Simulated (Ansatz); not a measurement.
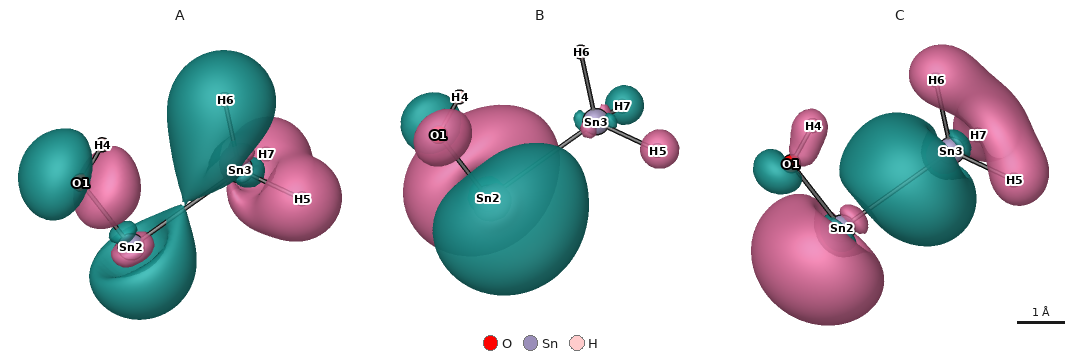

The picture shows: H₄OSn₂. Three frontier orbitals at ±0.08 Å⁻³ᐟ² (teal and pink are the two phases), in no order.

Geometry: PBE0-D3(BJ)/def2-SVP; core potentials replace the inner electrons of Sn.

Computed with Ansatz, isolated molecule in a Gaussian basis; Kohn-Sham density functional theory, functional PBE0.

```xyz
7

O    -3.4310    1.5889   -2.4659
Sn   -3.2458   -0.1004   -1.4106
Sn   -0.3778    0.2577   -1.0469
H    -2.6152    2.0866   -2.6009
H     0.1212    0.3955    0.5978
H     0.1436    1.7140   -1.8220
H     0.5897   -1.0035   -1.7149
```

**Which picture is the HOMO−1, the HOMO and the LUMO?**

A is the HOMO−1 (−8.63 eV). Its weight (Hirshfeld) is mainly on O1 (about 30 %), Sn3 (about 25 %), H6 (about 15 %), Sn2 (about 15 %), H7 (about 5 %) and H5 (about 5 %). C is the HOMO (−6.36 eV). By Hirshfeld shares it lies mainly on Sn2 (about 50 %) and Sn3 (about 35 %). B is the LUMO (−2.92 eV). By Hirshfeld shares it lies mainly on Sn2 (about 80 %), Sn3 (about 10 %) and O1 (about 5 %).

**What is the HOMO–LUMO gap?**

3.44 eV between the orbital energies.
